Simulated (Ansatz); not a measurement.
```yaml
atoms:
  - { symbol: Al, position_ang: [0.0122, 0.7717, -0.4622] }
  - { symbol: H, position_ang: [0.0150, -0.1427, 2.1411] }
  - { symbol: C, position_ang: [1.7625, 0.0305, -0.9828] }
  - { symbol: H, position_ang: [1.7444, -1.0759, -1.0716] }
  - { symbol: H, position_ang: [2.0481, 0.4265, -1.9823] }
  - { symbol: H, position_ang: [2.5778, 0.3114, -0.2872] }
  - { symbol: C, position_ang: [-1.7507, 0.0615, -0.9783] }
  - { symbol: H, position_ang: [-1.9125, -0.9603, -0.5730] }
  - { symbol: H, position_ang: [-2.5904, 0.6999, -0.6378] }
  - { symbol: H, position_ang: [-1.8221, -0.0272, -2.0842] }
  - { symbol: Cl, position_ang: [0.0486, 2.7182, 0.5823] }
  - { symbol: H, position_ang: [0.0267, 0.5668, 2.0025] }
```

Not at a stationary point (largest force 1.9 eV/Å).

Level of theory: Ansatz 0.2.0, RKS revPBE/def2-SVP.

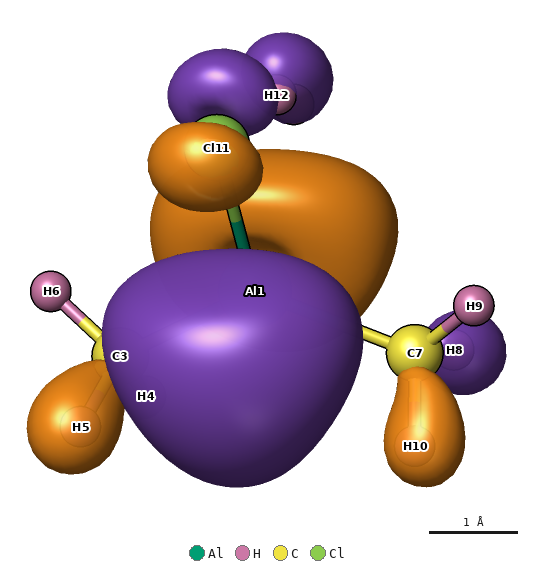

C₂H₆AlCl···H₂. The LUMO at ±0.1 Å⁻³ᐟ² (orange and purple are the two phases), seen at a tilt.

What is the character of this orbital?

It lies mainly on Al1 (about 60 %), Cl11 (about 10 %), C7 (about 5 %) and C3 (about 5 %). Its energy is −1.02 eV.
